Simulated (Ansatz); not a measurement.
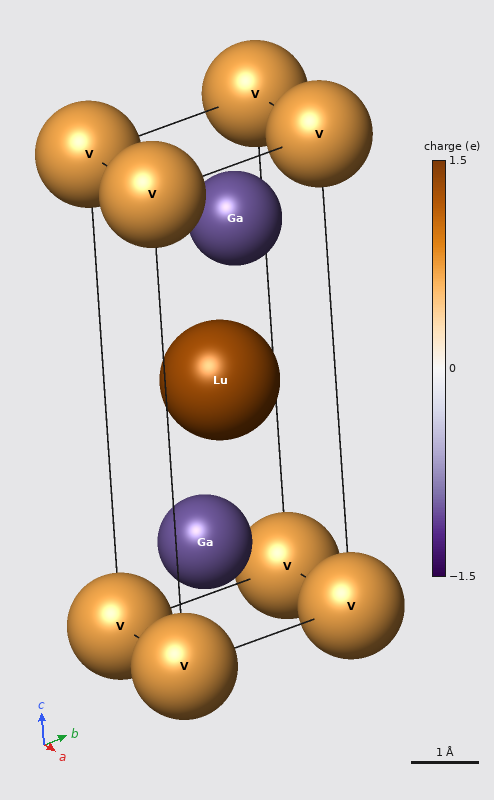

Spheres-only drawing of the structure, looking slightly off an axis. The wireframe shows the simulation cell. The atoms of this LuVGa$_{2}$ cell are coloured by their Bader charge.

Theory: Ansatz, DFT, PAW plane waves, PBE. Numerical settings: plane waves to 420 eV, 6×6×6 k-mesh, Gaussian smearing of 0.032 eV, no spin polarisation.

> Which way does the charge move?

Most positive: Lu; most negative: Ga. Charges: about Lu +1.3 e; V +0.7 e; Ga -1.0 e.

The model was built from a generated cell, made by putting these elements into a known structure type (the compound may or may not exist in this form). The picture shows the end point of a geometry optimisation with DFT, PAW plane waves, PBE (Ansatz 0.2.0).
